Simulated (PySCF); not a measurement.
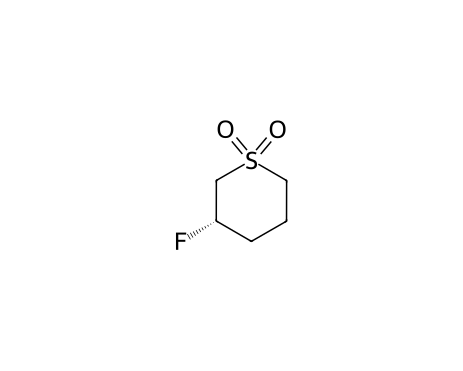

2D structure.

Transcribe the drawing into SMILES.

O=S1(=O)CCC[C@H](F)C1

Give the formula, hydrogens included.

C5H9FO2S.

An optimisation with GFN2-xTB gave a structure of which point group?

C1.

More results for the same structure follow; atom numbers are the same in all pictures, views and colours differ. Computed geometry: GFN2-xTB optimisation. No frequency run is at hand to confirm it as a minimum.

## Ring current

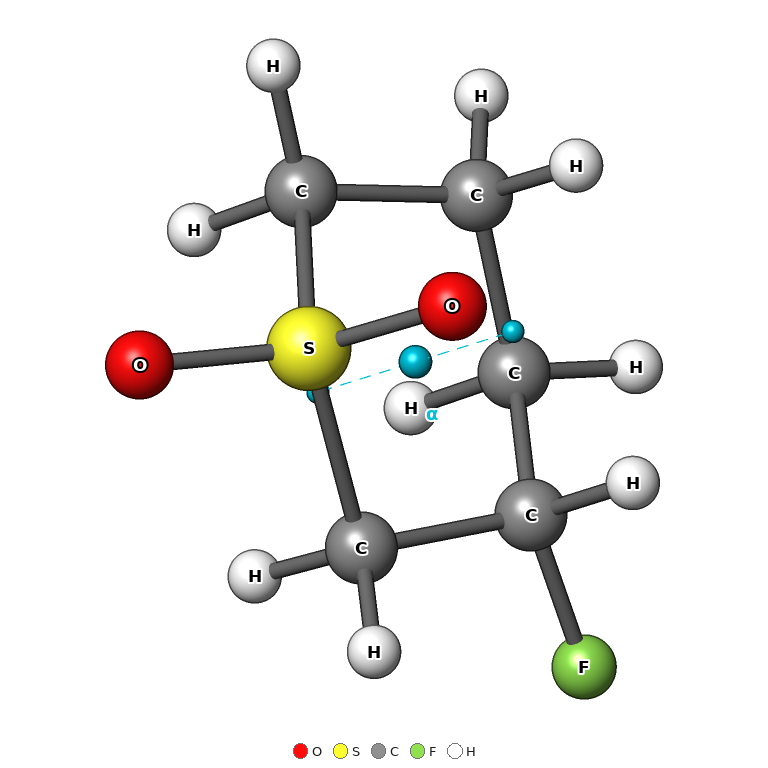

The small points mark where nucleus-independent chemical shifts (NICS) were computed: at the centre of each lettered ring and 1 Å above and below it. No frequency run is at hand to confirm it as a minimum. Properties computed with GIAO PBE0/pcSseg-1 NMR shielding, non-relativistic, gas phase (PySCF 2.14.0).

Give NICS(0), NICS(1) and the out-of-plane component NICS(1)zz for each ring (means of the two sides).

```json
{"ring": "α", "members": "C5S", "NICS(0)": "−4.8", "NICS(1)": "−3.2", "NICS(1)zz": "1.4"}
```

Values in ppm.

What do the values say about the ring currents?

Ring α: weak, as in a non-aromatic ring. NICS is one index among several.

## Electronic properties

No frequency run is at hand to confirm it as a minimum. Method: PBE0/pcSseg-1, gas phase (PySCF 2.14.0).

What is the LUMO energy (Kohn–Sham orbital)?

0.78 eV.

What is the HOMO energy (Kohn–Sham orbital)?

−8.40 eV.

What is the dipole moment?

4.15 D.

## Quadrupole coupling

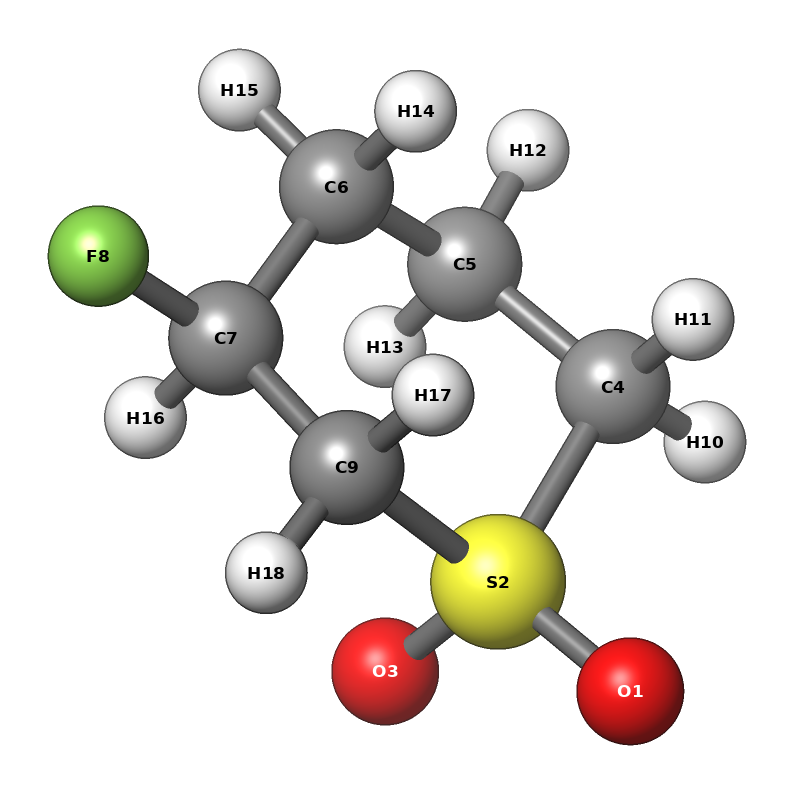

No frequency run is at hand to confirm it as a minimum. Electric field gradients from the ground-state density, PBE0/pcSseg-1 (PySCF 2.14.0), non-relativistic apart from any core potentials.

Give the largest field-gradient component, the quadrupole coupling constant and the asymmetry for 17O at O1 (Q = −25.6 mb), 33S at S2 (Q = −67.81 mb), 17O at O3 (Q = −25.6 mb), 2H at H10 (Q = 2.86 mb), 2H at H11 (Q = 2.86 mb), 2H at H12 (Q = 2.86 mb), 2H at H13 (Q = 2.86 mb).

```
atom  V_zz (a.u.)  e²qQ/h (MHz)     η
  O1        1.338         −8.05  0.04
  S2        0.161         −2.57  0.97
  O3        1.314         −7.90  0.07
 H10        0.310         0.208  0.03
 H11        0.309         0.207  0.03
 H12        0.303         0.203  0.03
 H13        0.294         0.197  0.02
```
